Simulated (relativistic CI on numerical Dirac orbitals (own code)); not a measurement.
Run report: Dy²²⁺, relativistic CI calculation

System: Dy²²⁺.
Method: Dirac-Coulomb-Breit CI, KLI orbitals optimised for each configuration, model QED (radiative potential, 1s self-energy scaled to tabulated hydrogen-like ionisation energies) (relativistic CI on numerical Dirac orbitals, in-house).

Input:
```
atom Dy  Z=66  charge=22  electrons=44
nucleus A=164  rms_radius_fm=5.2218
hamiltonian dirac-coulomb  breit=on  qed=on  c_scale=1
orbitals kli  potential=per-configuration
slater_scale 1
correlation none
mixing on
configurations
  [Kr] 4d8
  [Ar] 3d10 4s2 4p5 4d9
  [Kr] 4d7 4f
  [Ar] 3d10 4s 4p6 4d9
  [Ar] 3d10 4s2 4p5 4d8 4f
  [Kr] 4d7 5s
  [Ar] 3d10 4s 4p6 4d8 4f
  [Kr] 4d7 5p
  [Kr] 4d6 4f 5s
  [Kr] 4d7 5d
  [Ar] 3d10 4s2 4p5 4d8 5s
  [Kr] 4d6 5s 5p
  [Kr] 4d7 5f
  [Kr] 4d7 6s
  [Kr] 4d7 6p
  [Kr] 4d7 6d
  [Ar] 3d10 4s 4p6 4d7 4f 5s
  [Ar] 3d10 4s2 4p5 4d8 5d
  [Ar] 3d10 4p6 4d9 4f
  [Kr] 4d7 6f
  [Ar] 3d10 4s 4p6 4d8 5p
  [Kr] 4d7 7p
  [Ar] 3d10 4s 4p6 4d7 5s 5p
  [Ar] 3d10 4s2 4p5 4d8 6s
  [Kr] 4d7 7f
  [Ar] 3d10 4p6 4d10
  [Ar] 3d10 4p5 4d10 4f
  [Kr] 4d6 5s2
  [Kr] 4d5 4f 5s2
  [Ar] 3d10 4s2 4p5 4d6 4f 5s2
  [Ar] 3d10 4s 4p6 4d6 4f 5s2
end
```

Hardware: 1 thread of Arm Neoverse V2, 24 GiB of memory available, shared host.

Launched within a batch (the task file carries these settings):
```bash
python <driver script> task.json out
```

The program writes its results to a structured record and prints no log; tables and figures of this report are taken from that record.

The lowest 20 levels:

| Configuration | Level | E (eV) | LS purity (%) | Landé g | Lifetime (s; – stable or not computed) |
| --- | --- | --- | --- | --- | --- |
| 4p⁶ 4d⁸ | ³F₄ | 0 | 92 | 1.229 | – |
| 4p⁶ 4d⁸ | [(4d₅/₂)⁴] J = 2 | 3.107 | 50 | 1.127 | 5.2×10¹ |
| 4p⁶ 4d⁸ | ³F₃ | 7.772 | 99 | 1.081 | 1.6×10⁻⁴ |
| 4p⁶ 4d⁸ | [(4d₅/₂)⁴] J = 0 | 8.959 | 72 | – | 4.2×10⁻¹ |
| 4p⁶ 4d⁸ | [(4d₃/₂)³ (4d₅/₂)⁵] J = 2 | 10.73 | 52 | 1.120 | 2.9×10⁻⁴ |
| 4p⁶ 4d⁸ | ³P₁ | 12.38 | 99 | 1.499 | 2.8×10⁻⁴ |
| 4p⁶ 4d⁸ | ¹G₄ | 12.93 | 92 | 1.016 | 3.7×10⁻⁴ |
| 4p⁶ 4d⁸ | [(4d₃/₂)²] J = 2 | 18.07 | 44 | 0.912 | 8.5×10⁻⁵ |
| 4p⁶ 4d⁸ | [(4d₃/₂)²] J = 0 | 27.65 | 72 | – | 3.6×10⁻⁵ |
| 4p⁵ 4d⁹ | [(4p₃/₂)³ (4d₅/₂)⁵] J = 2 | 140.0 | 49 | 1.131 | 4.1×10⁻¹¹ |
| 4p⁵ 4d⁹ | ³F°₄ | 140.1 | 89 | 1.248 | 8.5×10⁻¹¹ |
| 4p⁵ 4d⁹ | ³D°₃ | 141.3 | 59 | 1.290 | 2.9×10⁻¹¹ |
| 4p⁵ 4d⁹ | [(4p₃/₂)³ (4d₃/₂)³] J = 2 | 148.1 | 45 | 1.116 | 3.5×10⁻¹¹ |
| 4p⁵ 4d⁹ | [(4p₃/₂)³ (4d₅/₂)⁵] J = 1 | 148.6 | 51 | 1.309 | 3.2×10⁻¹¹ |
| 4p⁵ 4d⁹ | [(4p₃/₂)³ (4d₃/₂)³] J = 1 | 150.8 | 43 | 0.754 | 3.4×10⁻¹¹ |
| 4p⁶ 4d⁷ 4f | ⁵G°₅ | 151.8 | 56 | 1.246 | 2.3×10⁻⁹ |
| 4p⁵ 4d⁹ | ³P°₀ | 151.8 | 79 | – | 3.3×10⁻¹¹ |
| 4p⁶ 4d⁷ 4f | [(4d₅/₂)³ 4f₅/₂] J = 4 | 152.3 | 38 | 1.153 | 2.4×10⁻⁹ |
| 4p⁶ 4d⁷ 4f | ⁵G°₆ | 152.4 | 74 | 1.290 | 7.6×10⁻⁵ |
| 4p⁵ 4d⁹ | [(4p₃/₂)³ (4d₃/₂)³] J = 3 | 153.5 | 47 | 1.059 | 3.3×10⁻¹¹ |

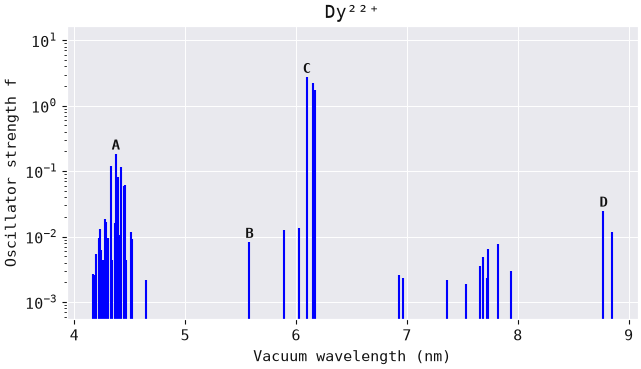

**Figure 1.** Absorption lines from the lowest level (oscillator strengths f) for Dy²²⁺. A: 4s² 4p⁶ 4d⁷ 5p [(4d₅/₂)³ 5p₃/₂] J = 4 ← 4s² 4p⁶ 4d⁸ ³F₄, 4.374 nm, f = 0.18; B: 4s² 4p⁵ 4d⁹ J = 3 (odd, mixed, level 225) ← 4s² 4p⁶ 4d⁸ ³F₄, 5.580 nm, f = 0.0083; C: 4s² 4p⁶ 4d⁷ 4f ³G°₅ ← 4s² 4p⁶ 4d⁸ ³F₄, 6.097 nm, f = 2.7; D: 4s² 4p⁵ 4d⁹ ³D°₃ ← 4s² 4p⁶ 4d⁸ ³F₄, 8.773 nm, f = 0.025. The strongest, C, lies in the soft X-ray region.

Key numbers:

| quantity | value |
| --- | --- |
| outcome | converged |
| lowest level | 4s² 4p⁶ 4d⁸ ³F₄ |
| first excited level | 4s² 4p⁶ 4d⁸ [(4d₅/₂)⁴] J = 2, 25,064 cm⁻¹ |
| ionisation energy | 742.704 eV |
| levels computed | 8364 |
| SCF iterations | 254 |
| wall time | 11 s |

Notes:

Caveats: only a limited list of configurations is included, so lower levels can be missing; only lines among the lowest 400 of 8364 levels are drawn, so those from 4s² 4p⁵ 4d⁸ 4f are incomplete.
